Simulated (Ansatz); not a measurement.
Stretching the Mg1–H2 bond in H2MgSe (SMILES [MgH][SeH]) (multiplicity 1 held, fragments rigid). Energies count from the point at 1.689 Å.
Geometry at that point (charge 0, multiplicity 1):
```xyz
4

Mg    -0.90985    -0.79864    -1.24962
H     -1.79245    -1.57753    -2.46094
Se     0.35585     0.35574     0.47967
H      0.61176    -0.93386     1.14759
```

Restricted levels (R-, RO-) in cc, def2 and unpolarised 6-31G sets keep to the state of the molecule at rest. U- levels take the lowest unrestricted solution at each point, which mixes spins at long bonds. Active spaces are followed from a long bond inwards. Curves can end on different states.

Cores are frozen in the correlated methods. Filled d and f shells under p-block atoms count as core.

Run with Ansatz (Gaussian basis) for Hartree–Fock, density functionals and correlated methods. 

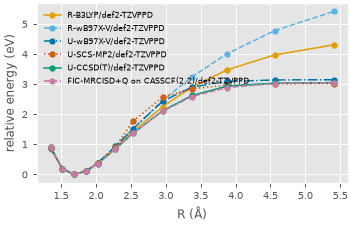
Fig. 1. Relative energy along the coordinate

Doubts at one or more of the structures used: a restricted determinant that unrestricted orbitals would lower (R-B3LYP/def2-TZVPPD, R-wB97X-V/def2-TZVPPD); a spin-contaminated determinant (U-wB97X-V/def2-TZVPPD, U-SCS-MP2/def2-TZVPPD, U-CCSD(T)/def2-TZVPPD); T1 above 0.05 (U-CCSD(T)/def2-TZVPPD).

Ansatz is an electronic-structure program.
